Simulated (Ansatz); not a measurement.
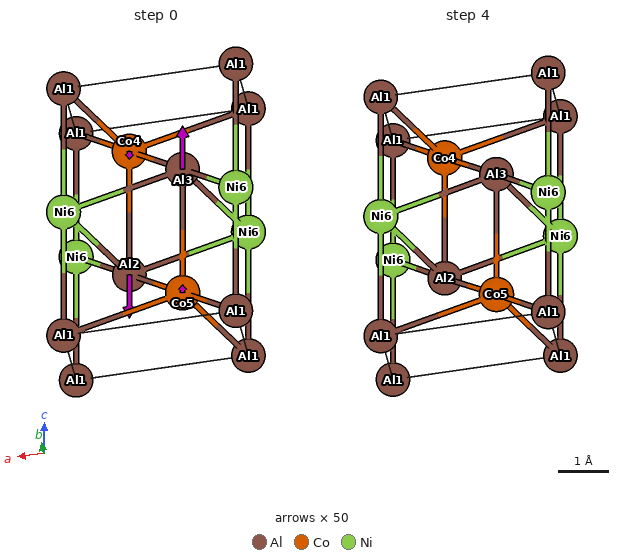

The structure of solid Al₃Co₂Ni (a generated structure, set up in P-3m1) (coarse preliminary run) before (left) and after (right) a relaxation, at one scale. The purple arrows give the displacements (the part carried along by the change of the cell is left out), 50 times their true length.

A ball-and-stick model of the cell of the calculation, seen from a free direction.

Computed with Ansatz 0.2.0, DFT PBE, scalar-relativistic, plane waves, PAW. Set-up: plane-wave cutoff 420 eV; k-point mesh 6 × 6 × 4; occupations gaussian; smearing width 0.1 eV; collinear spin; cell and atoms relaxed; force threshold 0.04 eV/Å; at most 70 steps.

Summarise the run.

Answer. The largest moves relative to the cell, 0.019 Å, are those of Al2 and Al3. Al2 goes along −c. By element the largest moves are Al 0.019 Å, Co 0.004 Å. Ni stays in place. The volume changes by −8.5 %, with a = b 4.187 → 4.069 Å (−2.8 %), c 5.128 → 4.966 Å (−3.2 %). Near-neighbour distances that change, for instance: Al2–Co4 2.564 → 2.468 Å, Al1–Ni6 2.564 → 2.483 Å, Al2–Co5 2.564 → 2.483 Å, Al1–Co4 2.564 → 2.492 Å. The space group stays P-3m1 (No. 164). The energy falls by 0.280 eV per cell of the calculation in 3 accepted moves (4 points after the start). The largest force component goes from 0.16 to 0.0039 eV/Å. Pressure: −12.25 GPa at the start and −0.05 GPa at the end. At 1 point the geometry stayed and the basis and grid were re-selected for the new cell (energy shift of 2.9 meV per cell of the calculation at most each time). Cost: 98 s on 1 thread of AMD EPYC (Zen 3), with other jobs on the host, peak memory 0.49 GiB.
